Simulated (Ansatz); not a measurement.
Breaking the Al1–H3 bond in AlFHI (SMILES [F][AlH][I]) (multiplicity 1 held, fragments rigid). Energies count from the point at 1.559 Å.
Geometry at that point (charge 0, multiplicity 1):
```xyz
4

Al    -0.1596    -0.9343    -1.3185
F     -1.7315    -1.3350    -1.6085
H      0.9483    -1.4609    -2.2810
I      0.3153     0.4834     0.6396
```

Restricted levels (R-, RO-) in cc, def2 and unpolarised 6-31G sets keep to the state of the molecule at rest. U- levels take the lowest unrestricted solution at each point, which mixes spins at long bonds. Active spaces are followed from a long bond inwards. Levels need not reach the same state.

Cores are frozen in the correlated methods. Filled d and f shells under p-block atoms count as core.

The values were computed with Ansatz (Gaussian orbitals). Values without a source in brackets are computed. In def2 rows elements past Kr take small-core potentials, without spin–orbit coupling.

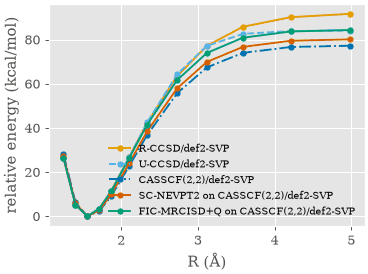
Relative energy along the coordinate

Doubts at one or more of the structures used: a restricted determinant that unrestricted orbitals would lower (R-CCSD/def2-SVP); other coupled-cluster roots lie near (R-CCSD/def2-SVP); T1 above 0.05 (R-CCSD/def2-SVP, U-CCSD/def2-SVP); a spin-contaminated determinant (U-CCSD/def2-SVP).

Ansatz is a program for electronic structure.
